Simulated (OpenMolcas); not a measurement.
**GeSiH6O (SMILES [SiH3][O][GeH3]) at 6 levels**

Wanted: a comparison of 6 runs (HF/def2-SVP, B2PLYP/def2-SVP, BHLYP/def2-SVP, SVWN5/def2-SVP, TPSS/def2-SVP, CCSD(T)/def2-SVP) of GeSiH6O. 

The calculation is run with OpenMolcas 26.06.

1 further run of the same task is left out (set aside as unsound or not needed).

## Step 1: The system as given

The species is GeSiH6O (9 atoms), meant as a singlet with charge 0. As SMILES, `[SiH3][O][GeH3]`. Geometry: relaxed at PBE0-D4/def2-TZVP.

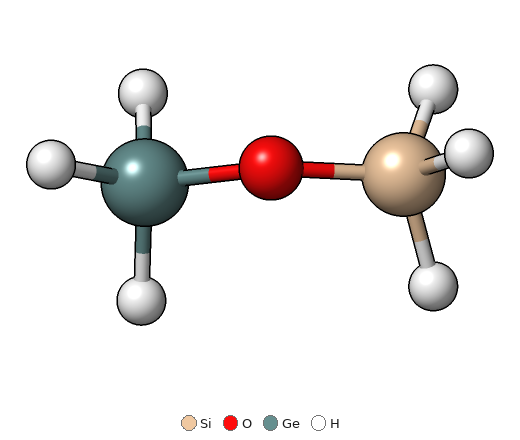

Viewed from a chosen angle; silicon light orange, oxygen red, germanium teal, hydrogen white.

## Step 2: Energy and forces at HF/def2-SVP (run 1)

calc.inp

```
>>> EXPORT MOLCAS_PRINT=2

&gateway
  baslib=$CurrDir
  coord
  9
  angstrom
  Si      -0.686600       1.033100      -0.921400
  O        0.592700       0.201900      -0.339400
  Ge       0.809800      -1.049500       0.901700
  H       -1.697500       0.113200      -1.514500
  H       -0.195800       1.964800      -1.966700
  H       -1.355600       1.810800       0.159300
  H        2.310800      -1.355600       0.917000
  H       -0.018800      -2.280500       0.498400
  H        0.329300      -0.484400       2.248700
  basis=def2-SVP
  group=NoSym

&seward

&scf
  thresholds=1e-10 1e-07 1e-07 1e-05
  prorbitals=1 2

&alaska
```

The basis set def2-SVP is read from a file made from the Basis Set Exchange's data (not shown).

Started as:

```console
$ export MOLCAS_MEM=1860
$ pymolcas calc.inp > calc.log
```

The program printed:

```text
--- Start Module: gateway ---
[...]
--- Stop Module: gateway /rc=_RC_ALL_IS_WELL_ ---
[...]
      Basis functions           94
[...]
--- Start Module: scf ---
[...]
       Convergence after  12 Iterations
[...]
::    Total SCF energy                              -2442.2894790272
[...]
      Total spin, S                                     0.0000000000
[...]
      Total electronic charge=   60.000000
      Total            charge=   -0.000000
[...]
      Dipole Moment (debye):
      Origin of the operator (angstrom)=    0.3994   -0.3686    0.2888
                   X= -1.5395E-01               Y= -9.7113E-01               Z=  1.0331E+00           Total=  1.4262E+00
      Quadrupole Moment (debye*angstrom):
[...]
--- Stop Module: scf /rc=_RC_ALL_IS_WELL_ ---
[...]
--- Start Module: alaska ---
[...]
 *              Molecular gradients               *
 **************************************************
  Irreducible representation: a
 ------------------------------------------------------------------------------------------
                              X                       Y                       Z
 ------------------------------------------------------------------------------------------
  SI1               2.82041928360677E-03   -7.38117628033663E-03    6.93666609917187E-03
  O2                1.09570397534497E-03    7.98118497534617E-03   -8.44130118823827E-03
  GE3              -4.54784902016669E-03   -1.77021448740078E-03    2.81703498382413E-03
  H4               -1.46441350791182E-03   -1.23650612124582E-03   -1.07043280982611E-03
  H5                2.38143706032012E-03    9.11125566072091E-04   -1.40922854710146E-03
  H6               -9.61904694044335E-04    1.34637948939620E-03    1.48341182063261E-03
  H7                2.30238997947474E-03    6.12029822760096E-04   -1.09706149223782E-03
  H8               -1.08527126667290E-03   -1.64552402127871E-03   -9.91766575631381E-04
[...]
--- Stop Module: alaska /rc=_RC_ALL_IS_WELL_ ---
[...]
```

It took 13 s on 1 thread of AMD EPYC 7R43 (Zen 3), shared host; peak memory 0.52 GiB.

## Step 3: A single-point energy at B2PLYP/def2-SVP (run 2)

test.inp

```
>>> EXPORT MOLCAS_PRINT=2

&GATEWAY
  BasLib = $CurrDir
  Coord
  9
  bohr
  Si    -1.29748596     1.95227606    -1.74119365
  O      1.12004067     0.38153570    -0.64137305
  Ge     1.53030022    -1.98326757     1.70396605
  H     -3.20781010     0.21391700    -2.86199022
  H     -0.37000838     3.71293389    -3.71652437
  H     -2.56171273     3.42191607     0.30103337
  H      4.36677913    -2.56171273     1.73287886
  H     -0.03552685    -4.30952043     0.94183950
  H      0.62228681    -0.91538333     4.24942714
  Basis = def2-SVP
  Group = NoSym

&SEWARD
  GridInput
  Grid=UltraFine
  End of Grid

&SCF
  KSDFT = B2PLYP_SCF
  Thresholds = 1e-10 1e-07 1e-07 1e-05
  PrOrbitals = 0

&MBPT2
  Frozen = 15
```

The basis set def2-SVP is read from a file made from the Basis Set Exchange's data (not shown).

Started as:

```console
$ export MOLCAS_MEM=1860
$ pymolcas test.inp > test.log
```

The program printed:

```text
--- Start Module: gateway ---
[...]
--- Stop Module: gateway /rc=_RC_ALL_IS_WELL_ ---
[...]
      Basis functions           94
[...]
--- Start Module: scf ---
[...]
       Convergence after  14 Iterations
[...]
::    Total KS-DFT energy                           -2444.1997119931
[...]
      Total spin, S                                     0.0000000000
[...]
      Total electronic charge=   60.000000
      Total            charge=   -0.000000
[...]
      Dipole Moment (debye):
      Origin of the operator (angstrom)=    0.3994   -0.3686    0.2888
                   X= -9.9924E-02               Y= -9.3092E-01               Z=  9.8017E-01           Total=  1.3555E+00
      Quadrupole Moment (debye*angstrom):
[...]
--- Stop Module: scf /rc=_RC_ALL_IS_WELL_ ---
[...]
--- Start Module: mbpt2 ---
[...]
 ###    WARNING: MP2 implementation intended for RHF references only         ###
 ###############################################################################
MBPT2 WARNING: Reference function according to RunFile:KS-DFT
I'll assume you know what you're doing and continue
WARNING!
Default frozen orbitals as non valence orbitals is overwritten by user input.
Default values:  17
[...]
       Reference weight ( Cref**2 )         =        0.80871
::    Total MBPT2 energy                            -2444.8371311098
[...]
      Total MBPT2 calculations                           0.40      0.46
--- Stop Module: mbpt2 /rc=_RC_ALL_IS_WELL_ ---
[...]
```

It took 27 s on 1 thread of AMD EPYC 7R43 (Zen 3), shared host; peak memory 0.52 GiB.

Runs 3 to 5 aren't shown in full; the table further down has their settings and results.

## Step 4: The energy at CCSD(T)/def2-SVP (run 6)

job.inp

```
* GeH6OSi CCSD(T)

&GATEWAY
  BasLib=$CurrDir
  Coord
  9
  angstrom
  Si      -0.686600       1.033100      -0.921400
  O        0.592700       0.201900      -0.339400
  Ge       0.809800      -1.049500       0.901700
  H       -1.697500       0.113200      -1.514500
  H       -0.195800       1.964800      -1.966700
  H       -1.355600       1.810800       0.159300
  H        2.310800      -1.355600       0.917000
  H       -0.018800      -2.280500       0.498400
  H        0.329300      -0.484400       2.248700
  Basis=def2-SVP
  Group=NoSym

&SEWARD

&SCF
  Thresholds=1e-10 1e-07 1e-07 1e-05
  PrOrbitals=1 1

&RASSCF
  FileOrb=$Project.ScfOrb
  Spin=1
  Nactel=0 0 0
  Inactive=30
  Ras2=0
  OutOrbitals=Canonical
  OrbListing=Nothing

&MOTRA
  JobIph
  Frozen=15

&CCSDT
  CCT
  Triples=2
  Iterations=80
  Accuracy=1e-08
  Extrapolation=5 4
```

The basis set def2-SVP is read from a file made from the Basis Set Exchange's data (not shown).

Started as:

```console
$ export MOLCAS_MEM=1860
$ pymolcas job.inp > job.log
```

The program printed:

```text
--- Start Module: gateway ---
[...]
--- Stop Module: gateway /rc=_RC_ALL_IS_WELL_ ---
[...]
      Basis functions           94
[...]
       Convergence after  12 Iterations
[...]
::    Total SCF energy                              -2442.2894790272
[...]
      Total spin, S                                     0.0000000000
[...]
      Number of active orbitals                  0
[...]
      Spin quantum number                      0.0
[...]
      Active orbitals                            0
[...]
      Number of CSFs                             1
[...]
      Number of root(s) required                 1
[...]
      Convergence after  4 iterations
[...]
      Natural orbitals and occupation numbers for root  1
      ************************************************************************************************************************
      *                                                    Final results                                                     *
      ************************************************************************************************************************
[...]
::    RASSCF root number  1 Total energy:  -2442.28947903
[...]
      Total electronic charge=   60.000000
      Total            charge=   -0.000000
[...]
      Dipole Moment (debye):
      Origin of the operator (angstrom)=    0.3994   -0.3686    0.2888
                   X= -1.5395E-01               Y= -9.7113E-01               Z=  1.0331E+00           Total=  1.4262E+00
      Quadrupole Moment (debye*angstrom):
[...]
--- Start Module: motra ---
[...]
      *** WARNING: Default frozen orbitals is overwritten by user input.
      *** Default values:  17
[...]
--- Stop Module: motra /rc=_RC_ALL_IS_WELL_ ---
[...]
--- Start Module: ccsdt ---
[...]
      Convergence after                    16  Iterations
      Total energy (diff) :   -2442.84546215      -0.00000001
[...]
 METHOD                       : CCSD+T(CCSD)+<T3(1)WT1> = CCSD(T)
[...]
       CCSD     =     -2442.8454621468272
[...]
--- Stop Module: ccsdt /rc=_RC_ALL_IS_WELL_ ---
[...]
```

Wall time 83 s (1 thread of AMD EPYC 7R43 (Zen 3), shared host); peak memory 0.52 GiB.

## Step 5: Overview of the runs

| run | level | task | frozen core orbitals | energy (Eh) | dipole moment (D) of the reference | HOMO energy (eV) | LUMO energy (eV) | wall time |
| --- | --- | --- | --- | --- | --- | --- | --- | --- |
| 1 | HF/def2-SVP | gradient | – | -2442.289479 | 1.43 | -12.03 | 3.43 | 13 s |
| 2 | B2PLYP/def2-SVP | energy | 15 | -2444.371815 | 1.36 | -9.74 | 1.36 | 27 s |
| 3 | BHLYP/def2-SVP | gradient | – | -2444.892213 | 1.36 | -9.76 | 1.04 | 37 s |
| 4 | SVWN5/def2-SVP | gradient | – | -2440.043592 | 1.26 | -6.93 | -1.07 | 30 s |
| 5 | TPSS/def2-SVP | gradient | – | -2444.970455 | 1.23 | -7.10 | -0.61 | 47 s |
| 6 | CCSD(T)/def2-SVP | energy | 15 | -2442.858524 | 1.43 | -12.03 | 3.43 | 83 s |

## Step 6: Outcome

| quantity | value |
| --- | --- |
| run 6: total energy | -2442.85852 Eh |
| run 6: dipole moment (mean-field density) | 1.43 D |
| run 6: HOMO energy (Hartree–Fock orbitals) | -12.03 eV |
| run 6: LUMO energy (Hartree–Fock orbitals) | 3.43 eV |
| run 6: HOMO–LUMO gap (Hartree–Fock orbitals) | 15.46 eV |
| run 6: correlation energy (15 core orbitals frozen) | -569.0 mEh |
| run 6: (T) correction | -13.06 mEh |

Over runs 1, 2, 3, 4, 5 the dipole moment (its size) runs from 1.23 D (TPSS/def2-SVP) to 1.43 D (HF/def2-SVP). Over runs 1, 2, 3, 4, 5 the HOMO–LUMO gap runs from 5.85 eV (SVWN5/def2-SVP) to 15.46 eV (HF/def2-SVP). Exact exchange widens orbital gaps. For B2PLYP the log adds the whole second-order term; the table takes 0.27 of it, as the functional is defined. Totals of different functionals can't be ranked against each other. All runs together took 3.9 min, the longest 83 s.
